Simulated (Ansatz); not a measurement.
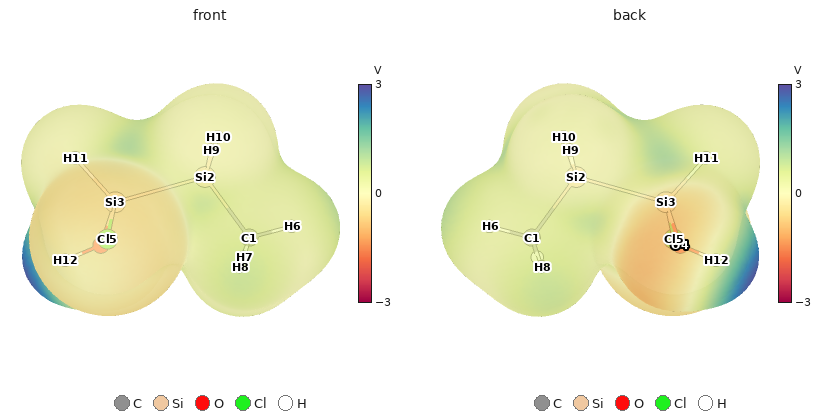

The picture shows: CH₇ClOSi₂ (SMILES C[SiH2][SiH](O)Cl). The electrostatic potential painted on the density surface at 0.002 e/bohr³, seen from the front and from behind; the colour scale runs from red (negative) to blue (positive).

Geometry: PBE0-D4/def2-TZVP.

Computed with Ansatz 0.2.0, RKS PBE0-D4/def2-TZVPP.

```yaml
atoms:
  - { symbol: C, position_ang: [-1.5209, -0.7363, -0.8684] }
  - { symbol: Si, position_ang: [-0.1831, -1.0564, 0.4021] }
  - { symbol: Si, position_ang: [1.1081, 0.8681, 0.6959] }
  - { symbol: O, position_ang: [1.7801, 1.2333, -0.7576] }
  - { symbol: Cl, position_ang: [-0.1493, 2.4044, 1.2976] }
  - { symbol: H, position_ang: [-2.1490, -1.6197, -1.0017] }
  - { symbol: H, position_ang: [-2.1553, 0.0941, -0.5518] }
  - { symbol: H, position_ang: [-1.0772, -0.4787, -1.8321] }
  - { symbol: H, position_ang: [0.7065, -2.1756, -0.0174] }
  - { symbol: H, position_ang: [-0.7669, -1.4062, 1.7271] }
  - { symbol: H, position_ang: [2.1486, 0.8044, 1.7567] }
  - { symbol: H, position_ang: [2.3356, 2.0132, -0.8166] }
```

**Describe the electrostatic potential map.**

The most negative region (about −1.0 V) lies over O4, the most positive (about +2.8 V) over H12. O4 is the likeliest acceptor of a hydrogen bond.
